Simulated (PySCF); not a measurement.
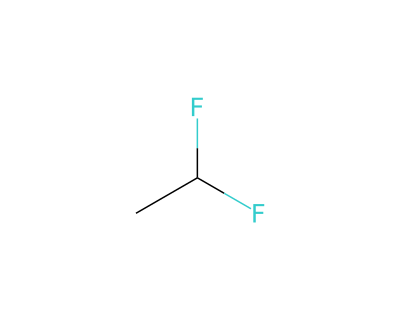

Question: Give its SMILES.

Answer: CC(F)F

Question: Give the formula, hydrogens included.

Answer: C2H4F2.

Question: An optimisation with PBE0-D3(BJ)/def2-TZVP gave a structure of which point group?

Answer: Cs.

The parts below concern this one geometry. Atoms keep their numbers from picture to picture. The geometry was computed by an optimisation with PBE0-D3(BJ)/def2-TZVP. No frequency run is at hand to confirm it as a minimum.

**Dipole moment**

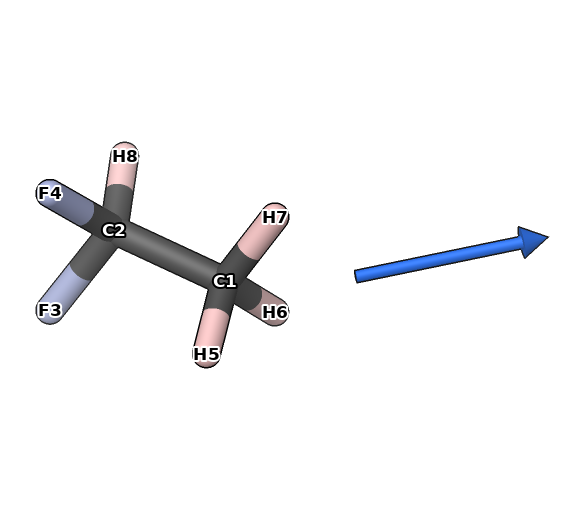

The arrow beside the molecule shows the direction of the dipole moment, from the negative to the positive end (its length means nothing). No frequency run is at hand to confirm it as a minimum. Properties computed with B3LYP/pcJ-2, gas phase (PySCF 2.14.0).

Question: Estimate the dipole moment.

Answer: 2.28 D; it points from the side of F3, F4 to the side of H6, H7 (the outermost atoms at the two ends).

**Charges**

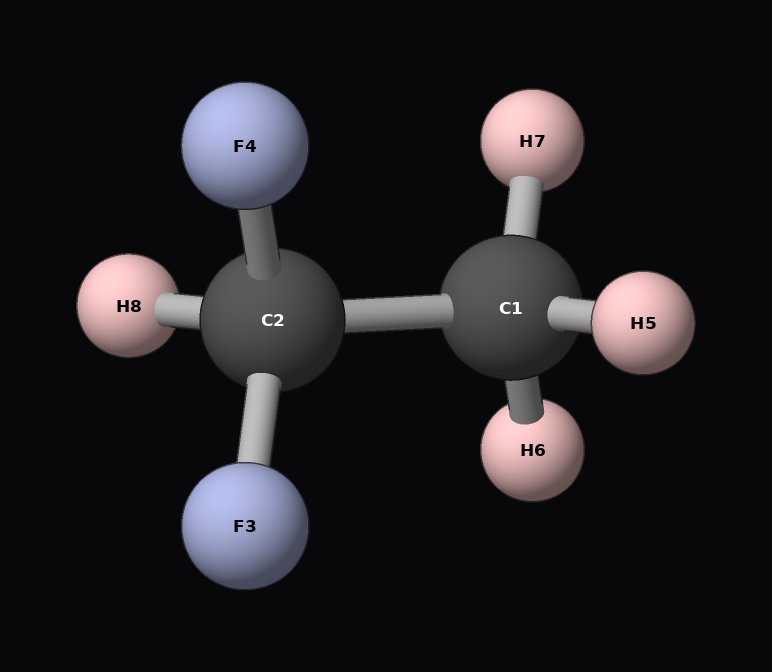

The questions are on ESP-fitted charges. No frequency run is at hand to confirm it as a minimum. Level of theory: PBE0/pcSseg-2, gas phase (PySCF 2.14.0).

List the ESP-fitted charges.

```json
{"atom": "C1", "value (e)": "−0.58"}
{"atom": "C2", "value (e)": "0.55"}
{"atom": "F3", "value (e)": "−0.26"}
{"atom": "F4", "value (e)": "−0.26"}
{"atom": "H5", "value (e)": "0.20"}
{"atom": "H6", "value (e)": "0.16"}
{"atom": "H7", "value (e)": "0.16"}
{"atom": "H8", "value (e)": "0.03"}
```

**Excitation**

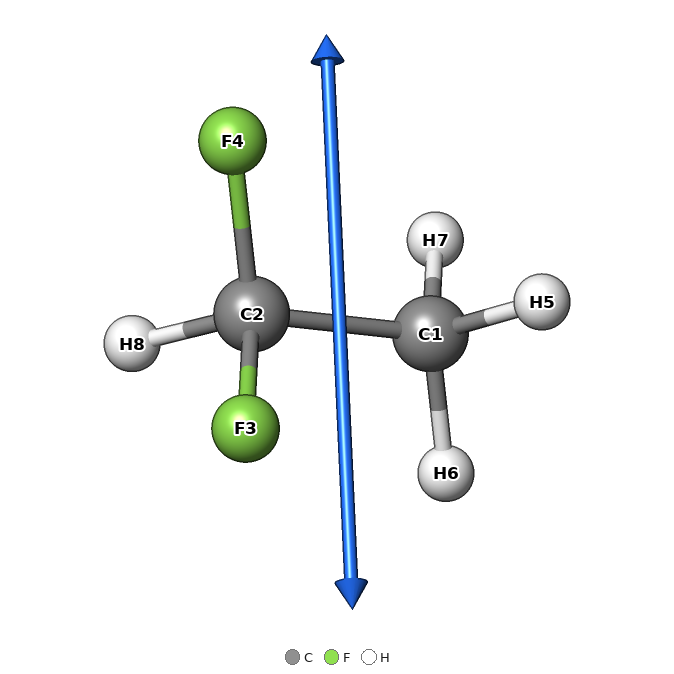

The double arrow shows the direction of the transition dipole to excited singlet state 5 (its length means nothing). No frequency run is at hand to confirm it as a minimum. Method: TDDFT CAM-B3LYP/aug-cc-pVTZ, vertical, gas phase, core orbitals frozen in the response (PySCF 2.14.0).

Question: Where does the transition lie, and how strong is it?

Answer: 10.19 eV (122 nm), oscillator strength 0.029, mainly HOMO−1 → LUMO (weight 0.82); transition dipole 0.86 D.

**Polarisability**

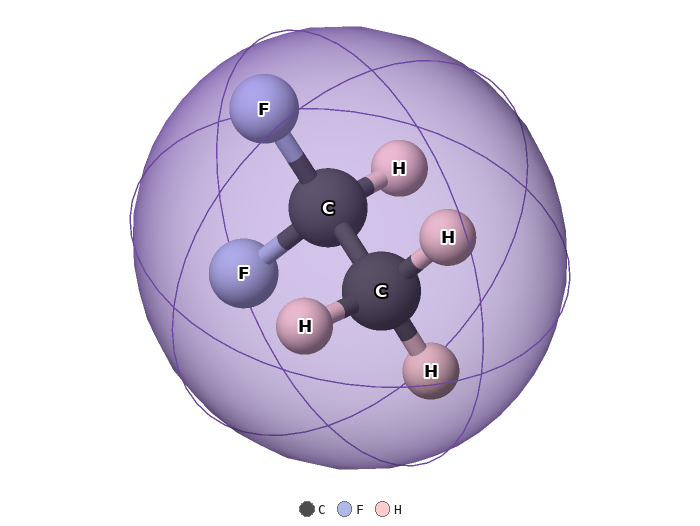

The ellipsoid shows the static dipole polarisability: its half-axes are proportional to the principal values. No frequency run is at hand to confirm it as a minimum. Level of theory: CAM-B3LYP/aug-cc-pVTZ (PySCF 2.14.0).

Question: How large and how anisotropic is the polarisability?

Answer: Principal values 28.3, 29.5, 30.7 bohr³; mean 29.5 bohr³ (4.37 Å³); anisotropy 2.1 bohr³, so the longest axis is 1.09 times the shortest.
